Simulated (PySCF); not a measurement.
CH6B2O2, SMILES B(CB)(O)O at its GFN2-xTB optimised geometry (Å):

```
11

B      1.8926     0.0181     1.4334
C      1.4438    -0.3934     0.0000
B     -0.1674    -0.3934     0.0000
O     -0.8197    -1.5706    -0.0024
O     -0.9071     0.7492     0.0000
H      2.1050    -0.7944     2.2467
H      1.9654     1.1521     1.7237
H      1.7752    -1.3877    -0.2870
H      1.7685     0.3164    -0.7614
H     -1.7752    -1.4951     0.0018
H     -0.4202     1.5706     0.0264
```

Calculation: PySCF with PBE/def2-TZVP. Cells within 0.4 Å of a nucleus heavier than hydrogen are left out (blank, or x).

Map of the electrostatic potential (hartree/e), clipped to [-0.08, 0.12] on the plane z = 0.0 Å:

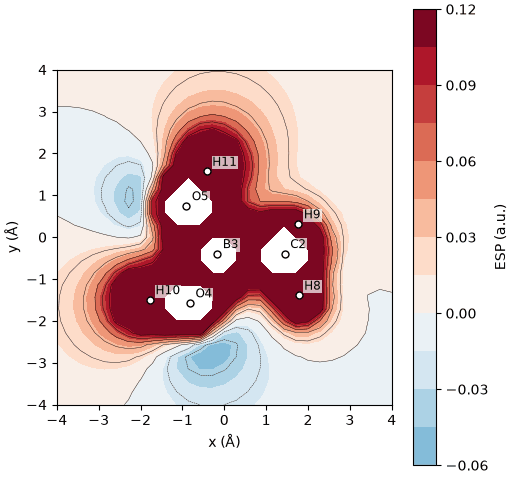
Fig. 1. Electrostatic potential (hartree/e), clipped to [-0.08, 0.12] on the plane z = 0.0 Å.
